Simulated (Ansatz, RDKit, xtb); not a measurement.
**C2H5F2NSi: ranking a sample of isomers**

Which of a sample of isomers of C2H5F2NSi is the most stable in the gas at 298.15 K, and what are its properties? The sample is small against all isomers, and the most stable one of this formula need not be in it.

Plan: many cheap relaxations first (GFN2-xTB), then density-functional screening, relaxation at B3LYP-D3(BJ)/def2-SVP, vibrations (at GFN2-xTB) and a final energy. The numbers are computed, not measured.

## 1. Possible bonding patterns

Isomers were taken from a list of plausible structures; this is a sample, not all of them. That gives 4 candidates.

| label | SMILES | spin |
| --- | --- | --- |
| c495 | C=N[SiH2]C(F)F | singlet |
| c643 | FC(F)/C=N/[SiH3] | singlet |
| c781 | C=C[Si](N)(F)F | singlet |
| c979 | N=C[SiH2]C(F)F | singlet |

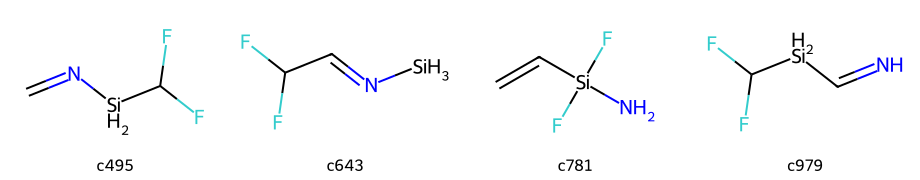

Structural formulas of the candidates.

Candidates are built by distance geometry, with a force field where one applies, in up to four conformers (letters a to d).

## 2. Search with GFN2-xTB

All 10 starts are relaxed the same way. One of them, c979d (taken from a list of plausible isomers, embedded by distance geometry and MMFF94), in full:

Input file start.xyz:

```xyz
11
c979d
C      0.950053     0.067221     0.612700
C      1.822498    -0.876527    -2.179016
F      0.858640    -0.141383    -2.684002
F      2.080354    -1.959205    -2.980657
N      1.371504     0.169038     1.844279
Si     1.364353    -1.405716    -0.467255
H      1.938489    -0.641655     2.175388
H      0.378844     0.839314     0.183053
H      0.202756    -2.336431    -0.510903
H      2.461877    -2.199218     0.148760
H      2.798372    -0.268149    -2.161539
```

Launch:

```console
$ xtb start.xyz --gfn 2 --opt
```

What it wrote (excerpt; [...] marks lines left out):

```text
* xtb version 6.7.1
[...]
          :  # basis functions                  35          :
[...]
          :  # electrons                        36          :
[...]
          :  Hamiltonian                  GFN2-xTB          :
[...]
          :  net charge                          0          :
          :  unpaired electrons                  0          :
[...]
   *** convergence criteria satisfied after 12 iterations ***
[...]
   *** GEOMETRY OPTIMIZATION CONVERGED AFTER 9 ITERATIONS ***
[...]
   *** convergence criteria satisfied after 3 iterations ***
[...]
         ::                     SUMMARY                     ::
         :::::::::::::::::::::::::::::::::::::::::::::::::::::
         :: total energy             -20.885827881822 Eh    ::
         :: gradient norm              0.000596351237 Eh/a0 ::
         :: HOMO-LUMO gap              2.558895049559 eV    ::
         ::.................................................::
         :: SCC energy               -21.038135639427 Eh    ::
         :: -> isotropic ES            0.048583685947 Eh    ::
         :: -> anisotropic ES         -0.001828354170 Eh    ::
         :: -> anisotropic XC          0.000763862592 Eh    ::
         :: -> dispersion             -0.006043487485 Eh    ::
         :: repulsion energy           0.152307757605 Eh    ::
         :: add. restraining           0.000000000000 Eh    ::
         :: total charge               0.000000000000 e     ::
         :::::::::::::::::::::::::::::::::::::::::::::::::::::
[...]
        18        2.0000           -0.3834208             -10.4334 (HOMO)
        19                         -0.2893831              -7.8745 (LUMO)
[...]
     #   Z          covCN         q      C6AA      α(0)
     1   6 C        2.708    -0.018    28.443     8.730
     2   6 C        3.358     0.181    21.602     7.304
     3   9 F        0.793    -0.247    11.733     4.046
     4   9 F        0.793    -0.249    11.755     4.050
     5   7 N        1.776    -0.273    27.900     7.822
     6  14 Si       3.600     0.452    99.279    19.137
     7   1 H        0.860     0.141     1.465     1.896
     8   1 H        0.924     0.066     2.127     2.281
     9   1 H        0.919    -0.037     3.798     3.048
    10   1 H        0.918    -0.055     4.211     3.209
    11   1 H        0.923     0.039     2.457     2.451
[...]
     #   Z sym  total        # sym  WBO       # sym  WBO       # sym  WBO
 ---------------------------------------------------------------------------
     1   6 C    3.934 --     5 N    2.010     8 H    0.952     6 Si   0.878
     2   6 C    3.764 --    11 H    0.969     4 F    0.956     3 F    0.955
                             6 Si   0.785
     3   9 F    1.030 --     2 C    0.955
     4   9 F    1.025 --     2 C    0.956
     5   7 N    3.055 --     1 C    2.010     7 H    0.955
     6  14 Si   3.561 --     9 H    0.892    10 H    0.891     1 C    0.878
                             2 C    0.785
     7   1 H    0.980 --     5 N    0.955
     8   1 H    0.996 --     1 C    0.952
     9   1 H    0.999 --     6 Si   0.892
    10   1 H    0.997 --     6 Si   0.891
    11   1 H    0.998 --     2 C    0.969
[...]
molecular dipole:
                 x           y           z       tot (Debye)
 q only:        0.196      -0.414       1.118
   full:        0.389      -0.508       0.712       2.433
molecular quadrupole (traceless):
[...]
          | TOTAL ENERGY              -20.885827881822 Eh   |
          | GRADIENT NORM               0.000596351237 Eh/α |
          | HOMO-LUMO GAP               2.558895049559 eV   |
           -------------------------------------------------
[...]
```

It took 0.12 s on 2 threads of AMD EPYC 7R43 (Zen 3), shared host.

## 3. What the search left

10 of the 10 relaxations converged; 1 ended on a minimum already found. 9 distinct structures remain:

| label | start | SMILES after | spin | energy (kcal/mol) |
| --- | --- | --- | --- | --- |
| c781a | drawn | C=C[Si](N)(F)F | singlet | 0.0 |
| c781b | drawn | C=C[Si](N)(F)F | singlet | 0.4 |
| c643a | drawn | FC(F)/C=N/[SiH3] | singlet | 65.8 |
| c495b | drawn | C=N[SiH2]C(F)F | singlet | 73.2 |
| c495c | drawn | C=N[SiH2]C(F)F | singlet | 74.3 |
| c979d | drawn | N=C[SiH2]C(F)F | singlet | 97.6 |
| c979a | drawn | N=C[SiH2]C(F)F | singlet | 97.9 |
| c979c | drawn | N=C[SiH2]C(F)F | singlet | 98.0 |
| c979b | drawn | N=C[SiH2]C(F)F | singlet | 98.4 |

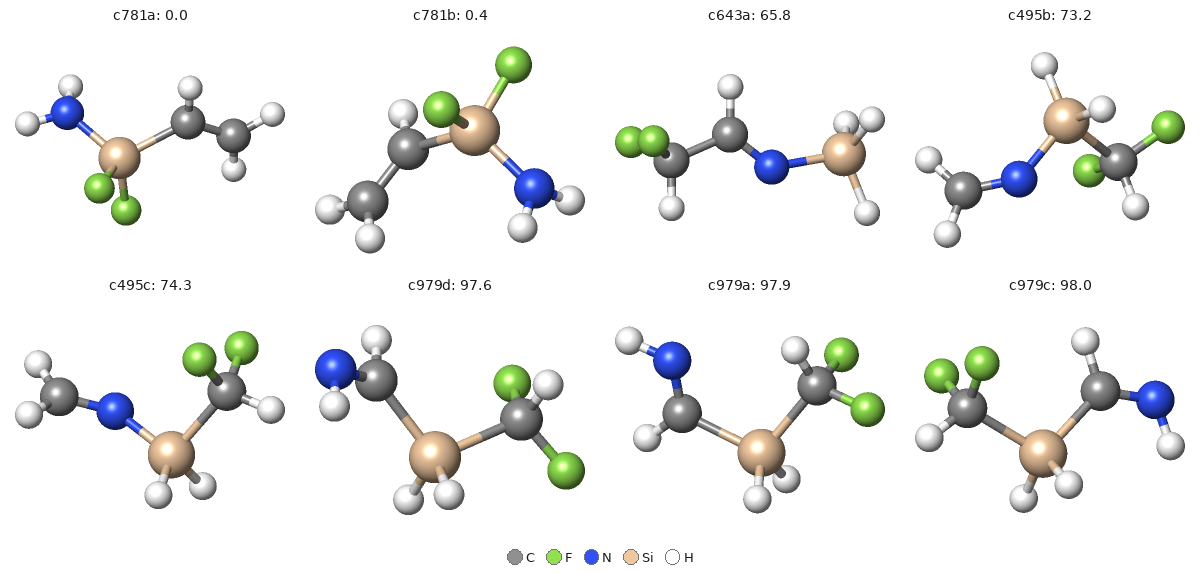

The 8 lowest minima that did not fall apart, with their GFN2-xTB energies in kcal/mol.

## 4. Second filter: single points

A choice of the minima (the low ones first, few conformers of a pattern, up to a cap) and the lowest that fell apart get a single point at r2SCAN-D4/def2-SVP on the tight-binding geometry, and one at HF/STO-3G for comparison. The lowest singlets are also tried as triplets at the same geometry (label ending in t). The first, c781a:

Input file input.yaml:

```yaml
basis:
  gaussian:
    orbitals: def2-SVP
crystal:
  periodic: [false, false, false]
  atoms:
    - {symbol: C, position_ang: [1.807862, 2.173278, 0.105746]}
    - {symbol: C, position_ang: [0.651082, 1.977402, 0.721327]}
    - {symbol: F, position_ang: [1.304405, -0.722352, 1.335679]}
    - {symbol: F, position_ang: [-0.075600, 0.404897, 3.050991]}
    - {symbol: "N", position_ang: [-1.392203, -0.173428, 0.850112]}
    - {symbol: Si, position_ang: [0.110002, 0.349624, 1.460623]}
    - {symbol: H, position_ang: [2.526786, 1.378807, -0.015102]}
    - {symbol: H, position_ang: [2.088955, 3.132795, -0.300380]}
    - {symbol: H, position_ang: [-0.032317, 2.811471, 0.816442]}
    - {symbol: H, position_ang: [-1.936628, -0.848823, 1.360579]}
    - {symbol: H, position_ang: [-1.567091, -0.232553, -0.137192]}
hamiltonian:
  xc: {name: r2SCAN}
  dispersion: d4
scf:
  lower_state_search: "off"
```

Launch:

```console
$ ansatz run input.yaml --threads 2 --pin off --max-ram 4350MiB --events-out events.jsonl --progress --plain --runs-dir runs
```

What it wrote (excerpt; [...] marks lines left out):

```text
Warning: RAYON_NUM_THREADS=2 ignored (pool sized by the plan → 2); use --threads N
Functional definition: r2SCAN
  name "r2SCAN"
[...]
1270 factors; their error is unknown
[...]
mean field -16946.07071616 eV, -622.7566123597 hartree, gradient 3.8e-6 eV, S^2 0.000000; 0 other end points of the search recorded, 0 dependent functions left out
reference -16946.07072584 eV, -622.7566127154 hartree; 28, 28 occupied and 85, 85 virtual orbitals, 1270 factors
Total energy: -16946.13058347 eV, -622.7588124427 hartree
Checks for a lower state left out: stability, starts, cluster_reference, orbital_swaps, neighbouring_geometries, increment
```

Run time: 2 s. Hardware: 2 threads of AMD EPYC 7R43 (Zen 3), shared host; peak memory 0.15 GiB.

Relative energies in kcal/mol, each column from its lowest structure that stays in one piece:

| label | SMILES | spin | GFN2-xTB | HF/STO-3G | r2SCAN-D4/def2-SVP |
| --- | --- | --- | --- | --- | --- |
| c781a | C=C[Si](N)(F)F | singlet | 0.0 | 0.0 | 0.0 |
| c781b | C=C[Si](N)(F)F | singlet | 0.4 | 2.2 | 3.5 |
| c781at | C=C[Si](N)(F)F | triplet | – | – | 95.1 |
| c643a | FC(F)/C=N/[SiH3] | singlet | 65.8 | 40.6 | 107.0 |
| c495b | C=N[SiH2]C(F)F | singlet | 73.2 | 44.5 | 111.9 |
| c643at | FC(F)/C=N/[SiH3] | triplet | – | – | 176.5 |

## 5. Relaxing the best candidates

3 candidates are relaxed at B3LYP-D3(BJ)/def2-SVP (chosen among the lowest in one piece, one conformer a pattern, with other spins of them). The first, c781a:

Input file input.yaml:

```yaml
crystal:
  periodic: [false, false, false]
  atoms:
    - symbol: C
      position_ang: [1.807862, 2.173278, 0.105746]
    - symbol: C
      position_ang: [0.651082, 1.977402, 0.721327]
    - symbol: F
      position_ang: [1.304405, -0.722352, 1.335679]
    - symbol: F
      position_ang: [-0.075600, 0.404897, 3.050991]
    - symbol: "N"
      position_ang: [-1.392203, -0.173428, 0.850112]
    - symbol: Si
      position_ang: [0.110002, 0.349624, 1.460623]
    - symbol: H
      position_ang: [2.526786, 1.378807, -0.015102]
    - symbol: H
      position_ang: [2.088955, 3.132795, -0.300380]
    - symbol: H
      position_ang: [-0.032317, 2.811471, 0.816442]
    - symbol: H
      position_ang: [-1.936628, -0.848823, 1.360579]
    - symbol: H
      position_ang: [-1.567091, -0.232553, -0.137192]
basis:
  gaussian: {orbitals: def2-SVP}
hamiltonian: {xc: {name: B3LYP}, dispersion: d3bj}
scf: {lower_state_search: "off"}
relax: {f_tol: 0.006}
```

Launch:

```console
$ ansatz run input.yaml --threads 2 --pin off --max-ram 4350MiB --events-out events.jsonl --progress --plain --runs-dir runs
```

What it wrote (excerpt; [...] marks lines left out):

```text
Warning: RAYON_NUM_THREADS=2 ignored (pool sized by the plan → 2); use --threads N
[...]
Functional definition: B3LYP
  name "B3LYP"
[...]
1205 factors; integrals over basis functions are off by at most 4.5e-4 eV
[...]
mean field -16951.70965965 eV, -622.9638397107 hartree, gradient 2.5e-6 eV, S^2 0.000000; 0 other end points of the search recorded, 0 dependent functions left out
[...]
reference -16951.70990206 eV, -622.9638486192 hartree; 28, 28 occupied and 85, 85 virtual orbitals, 1205 factors
relax step   1: F+E_penalty+E_count = -16952.10783342 eV  Δ(F+E_penalty+E_count) = +0.000e0 eV  max|allowed force component| = 8.678e-1 eV/Å  Δτ_max = 0.0000 Å  (15 SCF iters, accepted)
[...]
relax step   4: F+E_penalty+E_count = -16952.17528361 eV  Δ(F+E_penalty+E_count) = +2.768e-3 eV  max|allowed force component| = 1.369e-1 eV/Å  Δτ_max = 0.0683 Å  (20 SCF iters, rejected (line search))
[...]
Atom 2 at     1.347259    -0.671883     1.237322 Å, force    -0.000174     0.000225     0.000227 eV/Å
Atom 3 at    -0.037171     0.433630     3.081454 Å, force    -0.000392    -0.000136    -0.000080 eV/Å
Atom 4 at    -1.385684    -0.185260     0.872388 Å, force     0.000541    -0.001365     0.003842 eV/Å
Atom 5 at     0.110419     0.360778     1.468791 Å, force    -0.001456    -0.000122    -0.002571 eV/Å
Atom 6 at     2.541122     1.331576     0.088197 Å, force    -0.000100     0.000842     0.000412 eV/Å
Atom 7 at     2.105537     3.097907    -0.311911 Å, force    -0.000178    -0.000510    -0.000287 eV/Å
Atom 8 at    -0.092738     2.810339     0.741222 Å, force     0.000338    -0.000057     0.000084 eV/Å
Atom 9 at    -1.907164    -0.923953     1.333599 Å, force    -0.000526    -0.000560    -0.000813 eV/Å
Atom 10 at    -1.614801    -0.113965    -0.113035 Å, force    -0.000356     0.000117    -0.000995 eV/Å
Dipole moment:    -0.281755     0.115521    -0.474684 e Å
Checks for a lower state left out: stability, starts, cluster_reference, orbital_swaps, neighbouring_geometries, increment
```

Run time: 30 s. Hardware: 2 threads of AMD EPYC 7R43 (Zen 3), shared host; peak memory 0.24 GiB.

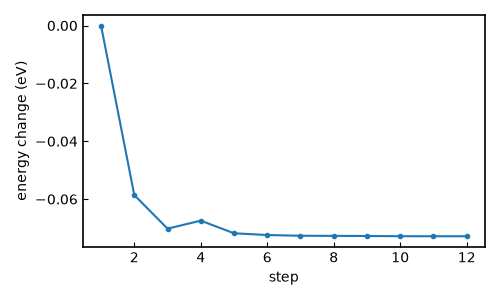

Energy along the run, all evaluated steps.

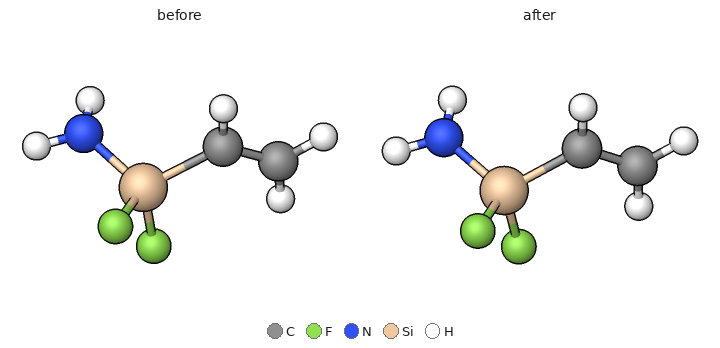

Before and after, at one scale.

After the run. Bond lengths: C1–C2 1.341 Å, C2–Si6 1.845 Å, F3–Si6 1.628 Å, F4–Si6 1.621 Å, N5–Si6 1.701 Å, C1–H7 1.095 Å, C1–H8 1.096 Å, C2–H9 1.097 Å, N5–H10 1.015 Å, N5–H11 1.014 Å. Some angles: C1–C2–Si6 122.1°, C2–Si6–F3 106.8°, C2–Si6–F4 113.1°, C2–Si6–N5 112.0°, F3–Si6–F4 103.8°, F3–Si6–N5 114.5°, F4–Si6–N5 106.5°, C1–C2–H9 118.9°, Si6–C2–H9 119.0°, C2–C1–H7 121.3°.

[end of part 1 of 2]
